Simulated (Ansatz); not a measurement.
## (ZnSe)2(CdS)1 [001] superlattice, started as zinc blende: phonons and vibrational spectra

How does (ZnSe)2(CdS)1 [001] superlattice, started as zinc blende vibrate, and is this structure a minimum?

Method: DFT PBEsol, scalar-relativistic, plane waves, PAW, in Ansatz 0.2.0.

The structure was built from a prototype and need not be the compound's stable phase.

### 1. The starting structure

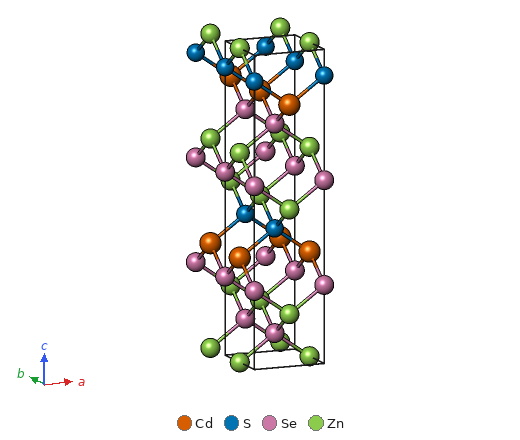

The cell as given, slightly off an axis (cadmium orange, sulfur blue, selenium pink, zinc green). 1×2×1 cells are drawn. This picture shows the conventional cell, with its axes. Some periodic images of atoms are drawn too.

### 2. Rough relaxation

A rough relaxation comes first, because large forces or stress need no tight tolerances yet.

Input file input.yaml:

```yaml
crystal:
  lattice:
    - [2.86, 2.86, 0.0]
    - [-2.86, 2.86, 0.0]
    - [2.86, 0.0, 8.58]
  atoms:
    - { symbol: Cd, position: [0.666667, 0.333333, 0.666667] }
    - { symbol: S, position: [0.083333, 0.416667, 0.833333] }
    - { symbol: Se, position: [0.416667, 0.083333, 0.166667] }
    - { symbol: Se, position: [0.75, 0.75, 0.5] }
    - { symbol: Zn, position: [0.0, 0.0, 0.0] }
    - { symbol: Zn, position: [0.333333, 0.666667, 0.333333] }
kpoints:
  mp_grid: { grid: [6, 6, 6] }
hamiltonian:
  xc: pbesol
scf:
  occupations: { method: gaussian, width: 0.1 }
output:
  forces: true
  stress: true
  eigenvalues: true
relax:
  adjacent_minimum: "off"
  f_tol: 0.05
  max_steps: 80
  cell: { stress_tol: 0.5 }
```

Started as:

```sh
> ansatz run input.yaml --threads 8 --pin off --max-ram 14336MiB --backend cpu --events-out ev --progress --plain --runs-dir out
```

Numbers of over 12 decimals in the logs are rounded to 6 here.

The log of the run:

```text
[...]
- [2.849216, 2.849216, 0]
    - [-2.826560, 2.826560, 0]
    - [2.837888, 0.011328, 8.581912]
  atoms:
    - { symbol: Cd, position: [0.660606, 0.339394, 0.678789] }
    - { symbol: S, position: [0.072787, 0.427213, 0.854426] }
    - { symbol: Se, position: [0.419850, 0.080150, 0.160300] }
    - { symbol: Se, position: [0.758150, 0.741850, 0.483699] }
    - { symbol: Zn, position: [0.000469386, -0.000469386, -0.000938772] }
    - { symbol: Zn, position: [0.338138, 0.661862, 0.323725] }
[key lines of the parts left out:]
SCF converged after 4 iterations
Free energy (F): -26483.128514 eV
Fermi energy:    7.563583 eV
P = ⅓ Tr σ = 0.0320 GPa (0.320 kbar)
```

Elapsed: 6.9 s, on 8 threads of AMD EPYC 9R45, shared host; peak memory 0.85 GiB; 51 s of CPU time.

The steps of the relaxation:

| step | energy less that of the first step (eV) | largest force component (eV/Å) | pressure (GPa) | volume (Å³) |
| --- | --- | --- | --- | --- |
| 1 | 0.0000 | 1.5413 | 0.02 | 140.36 |
| 2 | -0.2609 | 0.2249 | -0.90 | 140.40 |
| 3 | -0.2750 | 0.0526 | -0.13 | 138.57 |
| 4 | -0.2761 | 0.0124 | 0.03 | 138.23 |
| 5* | -0.2755 | 0.0124 | 0.03 | 138.23 |

Relaxation steps marked * repeat the geometry before them on a plane-wave basis chosen anew for their cell, so energy and pressure can jump there.

The run keeps the 4 symmetry operations that it works with, so distortions that break them were not tested.

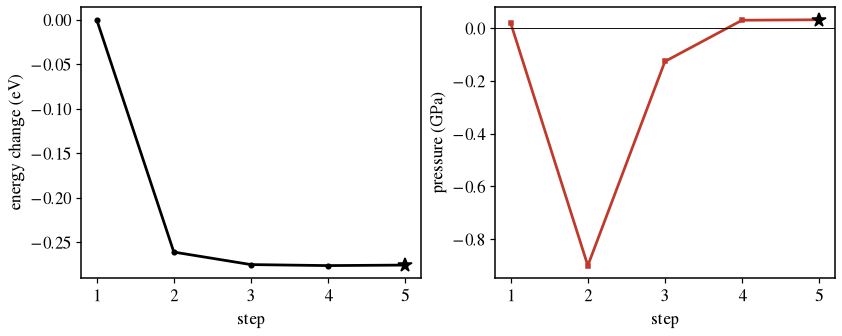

Energy and pressure along the relaxation. Stars mark steps on a basis chosen anew.

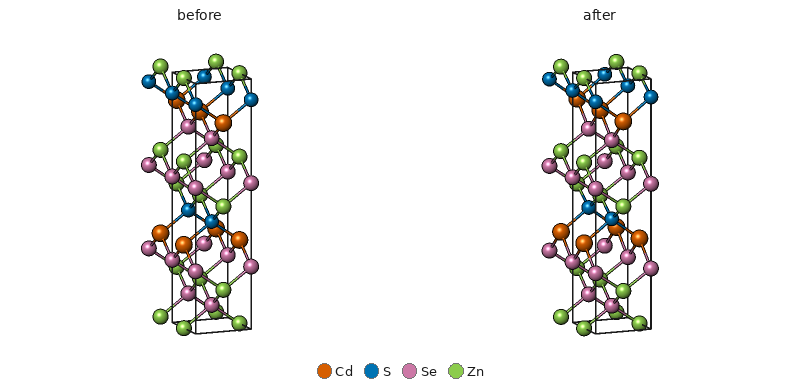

The structure before and after the relaxation, drawn at the same scale.

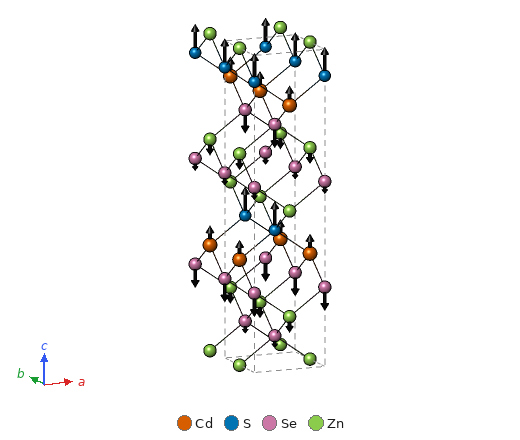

Displacements in the relaxation, exaggerated, measured against the changing cell; the longest in the cell stands for 0.18 Å. 1×2×1 conventional cells are drawn. Some periodic images of atoms are drawn too.

| conventional cell, symmetrised | before | after | change |
| --- | --- | --- | --- |
| a (Å) | 4.045 | 3.997 | -1.2 % |
| b (Å) | 4.045 | 4.029 | -0.4 % |
| c (Å) | 17.160 | 17.164 | +0.0 % |
| volume (Å³/atom) | 23.39 | 23.04 | -1.5 % |

The atoms that moved most (Å, as changes of fractional coordinates times the final cell):

| atom | dx | dy | dz | length |
| --- | --- | --- | --- | --- |
| S2 | 0.000 | 0.000 | 0.181 | 0.181 |
| Se4 | 0.000 | 0.000 | -0.140 | 0.140 |
| Cd1 | 0.000 | 0.000 | 0.104 | 0.104 |
| Zn6 | 0.000 | 0.000 | -0.082 | 0.082 |
| Se3 | 0.000 | 0.000 | -0.055 | 0.055 |
| Zn5 | 0.000 | 0.000 | -0.008 | 0.008 |

This step gave:

```yaml
pressure: 0.03203 GPa
gap_on_the_k_mesh: 0.9821 eV
volume_per_atom: 23.04 Å³
direct_gap_on_mesh: 0.9821 eV
```

In this step the volume went from 23.39 to 23.04 Å³/atom.

### 3. Bringing the structure to rest

The cell and atoms are relaxed, since residual forces and stress would shift the frequencies.

Input file input.yaml:

```yaml
crystal:
  lattice:
    - [2.8492164725, 2.8492164725, 0.0]
    - [-2.8265600796, 2.8265600796, 0.0]
    - [2.837888276, 0.0113281965, 8.5819115625]
  atoms:
    - { symbol: Cd, position: [0.6606055082, 0.3393944918, 0.6787889835] }
    - { symbol: S, position: [0.0727871475, 0.4272128525, 0.854425705] }
    - { symbol: Se, position: [0.419849859, 0.080150141, 0.1603002819] }
    - { symbol: Se, position: [0.7581503701, 0.7418496299, 0.4836992598] }
    - { symbol: Zn, position: [0.000469386, -0.000469386, -0.0009387719] }
    - { symbol: Zn, position: [0.3381377292, 0.6618622708, 0.3237245417] }
kpoints:
  mp_grid: { grid: [6, 6, 6] }
hamiltonian:
  xc: pbesol
scf:
  occupations: { method: gaussian, width: 0.02 }
output:
  forces: true
  stress: true
  eigenvalues: true
relax:
  adjacent_minimum: "off"
  f_tol: 0.005
  max_steps: 80
  cell: { stress_tol: 0.05 }
```

The log of the run:

```text
[...]
Crystal: 6 atoms, lattice volume = 138.229 Å³
Basis set: ecut = 420 eV, 2729 PW (Γ), exchange–correlation on 54×54×128 points (8 copies of the dense FFT grid, shifted against one another)
Bands: 50, of which v1, the nominal top of the filled ones, is band 41 counted from 1 (40 counted from 0)
Symmetry: 4 space group operations
[...]
k-points: 46 of 216 (time reversal used)
[...]
- [-2.825176, 2.825176, -1.6460040620337222e-11]
    - [2.836001, 0.010825, 8.597570]
  atoms:
    - { symbol: Cd, position: [0.660694, 0.339306, 0.678612] }
    - { symbol: S, position: [0.072773, 0.427227, 0.854453] }
    - { symbol: Se, position: [0.419771, 0.080229, 0.160458] }
    - { symbol: Se, position: [0.758092, 0.741908, 0.483816] }
    - { symbol: Zn, position: [0.000461557, -0.000461557, -0.000923114] }
    - { symbol: Zn, position: [0.338208, 0.661792, 0.323584] }
[key lines of the parts left out:]
SCF converged after 5 iterations
Free energy (F): -26483.128595 eV
Fermi energy:    7.556433 eV
P = ⅓ Tr σ = -0.0001 GPa (-0.001 kbar)
```

The job ended after 5.1 s (8 threads; peak memory 0.84 GiB; 37 s of CPU time).

The steps of the relaxation:

| step | energy less that of the first step (eV) | largest force component (eV/Å) | pressure (GPa) | volume (Å³) |
| --- | --- | --- | --- | --- |
| 1 | 0.0000 | 0.0124 | 0.03 | 138.23 |
| 2 | -0.0001 | 0.0058 | 0.01 | 138.28 |
| 3 | -0.0001 | 0.0017 | 0.00 | 138.30 |
| 4* | -0.0001 | 0.0017 | 0.00 | 138.30 |

Relaxation steps marked * repeat the geometry before them on a plane-wave basis chosen anew for their cell, so energy and pressure can jump there.

The run keeps the 4 symmetry operations that it works with, so distortions that break them were not tested.

| conventional cell, symmetrised | before | after | change |
| --- | --- | --- | --- |
| a (Å) | 3.997 | 3.995 | -0.0 % |
| b (Å) | 4.029 | 4.026 | -0.1 % |
| c (Å) | 17.164 | 17.195 | +0.2 % |
| volume (Å³/atom) | 23.04 | 23.05 | +0.0 % |

Final coordinates:

```xyz
6
Lattice="2.8468 2.8468 0.0000 -2.8252 2.8252 0.0000 2.8360 0.0108 8.5976" Properties=species:S:1:pos:R:3 pbc="T T T"
Cd    2.8468    2.8468    5.8344
S     1.4234    1.4234    7.3462
Se    1.4234    1.4234    1.3796
Se    1.4342    4.2594    4.1596
Zn    0.0000    0.0000   -0.0079
Zn    0.0108    2.8360    2.7820
```

This step gave:

```yaml
pressure: -9.28e-5 GPa
gap_on_the_k_mesh: 0.9796 eV
volume_per_atom: 23.05 Å³
direct_gap_on_mesh: 0.9796 eV
```

In this step the volume went from 23.04 to 23.05 Å³/atom.

### 4. Tight relaxation

Phonons need a cell at rest on their own settings, so the relaxation is repeated with tight tolerances on forces and stress on the k mesh and occupations of the first response run.

Input file input.yaml:

```yaml
crystal:
  lattice:
    - [2.8468264971, 2.8468264971, 0.0]
    - [-2.8251756057, 2.8251756057, 0.0]
    - [2.8360010514, 0.0108254457, 8.5975702075]
  atoms:
    - { symbol: Cd, position: [0.660694197, 0.339305803, 0.678611606] }
    - { symbol: S, position: [0.0727734309, 0.4272265691, 0.8544531382] }
    - { symbol: Se, position: [0.4197708968, 0.0802291032, 0.1604582064] }
    - { symbol: Se, position: [0.7580921121, 0.7419078879, 0.4838157758] }
    - { symbol: Zn, position: [0.0004615571, -0.0004615571, -0.0009231143] }
    - { symbol: Zn, position: [0.338207806, 0.661792194, 0.323584388] }
kpoints:
  mp_grid: { grid: [8, 8, 8] }
hamiltonian:
  xc: pbesol
scf:
  occupations: { method: fixed }
output:
  forces: true
  stress: true
  eigenvalues: true
relax:
  adjacent_minimum: "off"
  f_tol: 0.001
  max_steps: 60
  cell: { stress_tol: 0.01 }
```

The log of the run:

```text
[...]
Crystal: 6 atoms, lattice volume = 138.297 Å³
Basis set: ecut = 420 eV, 2729 PW (Γ), exchange–correlation on 54×54×128 points (8 copies of the dense FFT grid, shifted against one another)
Bands: 50, of which v1, the nominal top of the filled ones, is band 41 counted from 1 (40 counted from 0)
Symmetry: 4 space group operations
[...]
k-points: 95 of 512 (time reversal used)
[...]
- [-2.823836, 2.823836, -2.8064594203177294e-19]
    - [2.834731, 0.010894, 8.604343]
  atoms:
    - { symbol: Cd, position: [0.660702, 0.339298, 0.678596] }
    - { symbol: S, position: [0.072772, 0.427228, 0.854457] }
    - { symbol: Se, position: [0.419769, 0.080231, 0.160461] }
    - { symbol: Se, position: [0.758093, 0.741907, 0.483814] }
    - { symbol: Zn, position: [0.000463836, -0.000463836, -0.000927671] }
    - { symbol: Zn, position: [0.338201, 0.661799, 0.323599] }
[key lines of the parts left out:]
SCF converged after 5 iterations
Free energy (F): -26483.133425 eV
Fermi energy:    7.068353 eV
P = ⅓ Tr σ = -0.0006 GPa (-0.006 kbar)
```

Elapsed: 9.5 s, on 8 threads; peak memory 1 GiB; 72 s of CPU time.

Little changed from the start: no atom moved by 0.005 Å and no cell edge by 0.1 %.

This step gave:

- pressure: -6.30e-4 GPa
- gap on the k-mesh: 0.9790 eV
- direct gap on mesh: 0.9790 eV

The largest force component left is 0.36 meV/Å and the pressure is -0.001 GPa, within the tolerances set. The cell now holds 23.05 Å³/atom.

[end of part 1 of 3]

[Logs are printed without paths, hosts, clocks, repeated set-up lines and the standing remarks that a program may print on its own settings, such as how far it seeks lower states.]

[Hosts, paths, dates, database ids (printed as entryN), source tags and the programs' standing remarks are cut or masked in the printed files.]
